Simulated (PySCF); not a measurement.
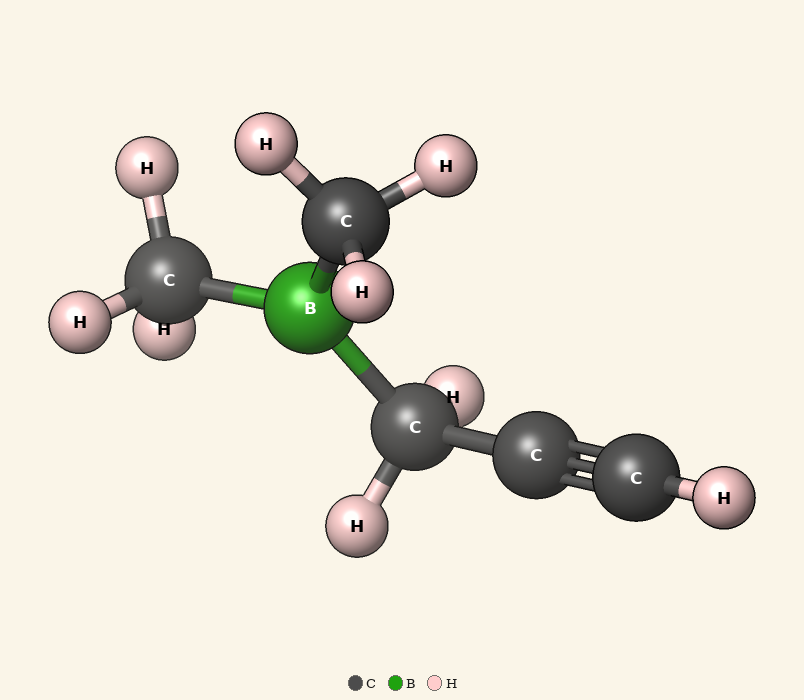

A ball-and-stick model of a molecule.

The computed structure is the end point of a GFN2-xTB optimisation. No frequency run is at hand to confirm it as a minimum.

Count the atoms of each element.

C5H9B, 15 atoms: 5 carbon, 9 hydrogen and 1 boron.

How many bonds of each kind are drawn?

9 C–H, 3 C–B, 2 C–C.

The parts below concern this one geometry. Atoms keep their numbers from picture to picture.

Shape

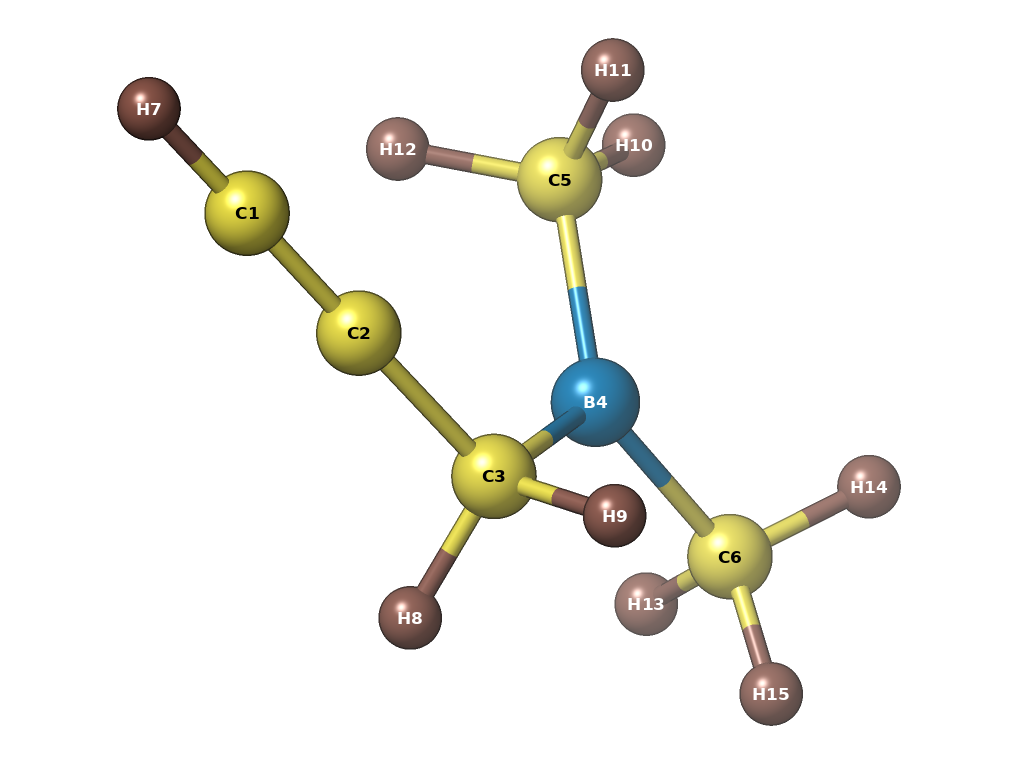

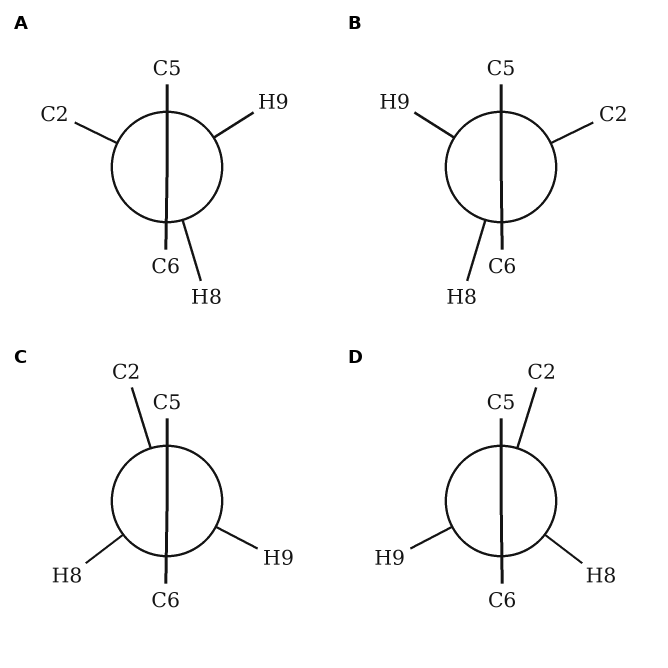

Distant atoms are faded towards the background colour. Bonds that would overlap in a projection are set slightly apart. No frequency run is at hand to confirm it as a minimum.

Which Newman projection shows the view along B4–C3, with B4 in front?

D. The torsion angle C5–B4–C3–C2 is 4°, synperiplanar (eclipsed).

NMR shielding

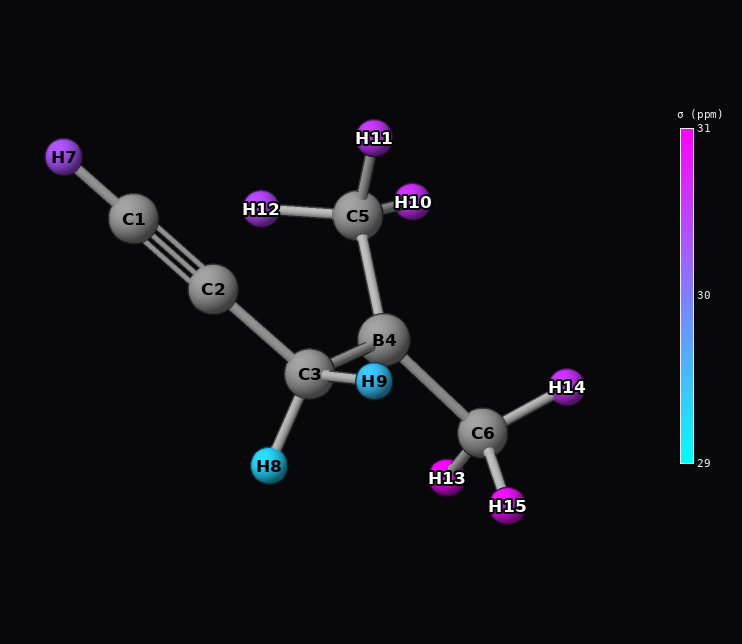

Atoms are coloured by their isotropic NMR shieldings (H only, the others grey). No frequency run is at hand to confirm it as a minimum. Level of theory: GIAO PBE0/pcSseg-1 NMR shielding, non-relativistic, gas phase (PySCF 2.14.0).

Which H atom is the most shielded (lowest chemical shift)?

H13 (30.95 ppm).

Which H atom is the least shielded (highest chemical shift)?

H8 (29.30 ppm).

How wide is the range of H shifts?

1.65 ppm.

Give the isotropic NMR shieldings of the H atoms atom by atom.

```csv
atom,σ (ppm)
H7,30.35
H8,29.30
H9,29.46
H10,30.60
H11,30.55
H12,30.43
H13,30.95
H14,30.60
H15,30.86
```

Electronic properties

No frequency run is at hand to confirm it as a minimum. Level of theory: PBE0/def2-SVPD, gas phase (PySCF 2.14.0). Excitations: vertical, linear response.

Computed properties:

- dipole moment: 1.00 D
- HOMO energy (Kohn–Sham orbital): −7.37 eV
- LUMO energy (Kohn–Sham orbital): −0.53 eV
- HOMO–LUMO gap: 6.85 eV
- mean static polarisability: 72.0 bohr³
- lowest vertical singlet excitation: 5.53 eV
- its oscillator strength: 0.000

Charges

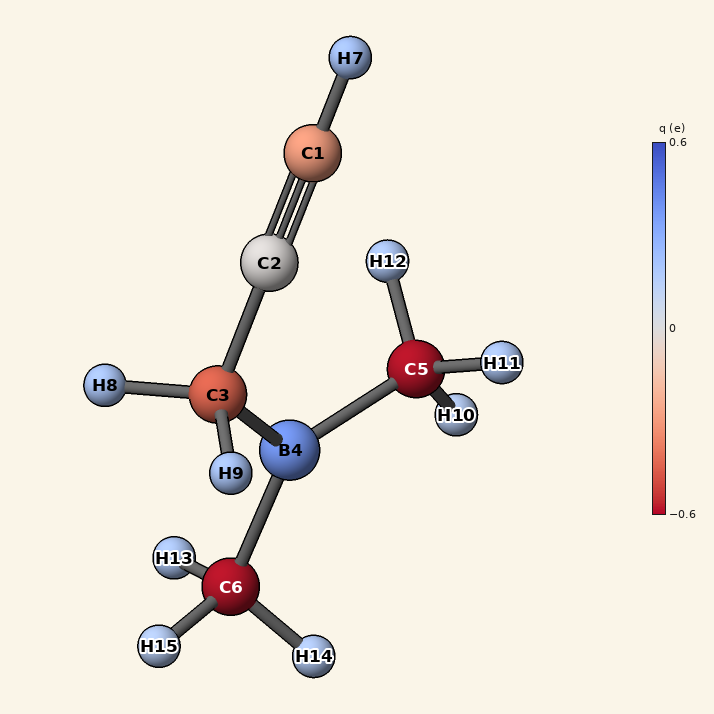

Atoms are coloured by their IAO charges. No frequency run is at hand to confirm it as a minimum. Properties computed with PBE0/pcSseg-1, gas phase (PySCF 2.14.0).

Give the IAO charges atom by atom.

```tsv
atom	value (e)
C1	−0.28
C2	−0.01
C3	−0.43
B4	0.37
C5	−0.58
C6	−0.58
H7	0.20
H8	0.18
H9	0.18
H10	0.14
H11	0.17
H12	0.17
H13	0.17
H14	0.16
H15	0.14
```

The geometry is semi-empirical. Around B such bond lengths and angles can be off by a tenth of an ångström or more and by several degrees, and values that hang on the shape move with them.
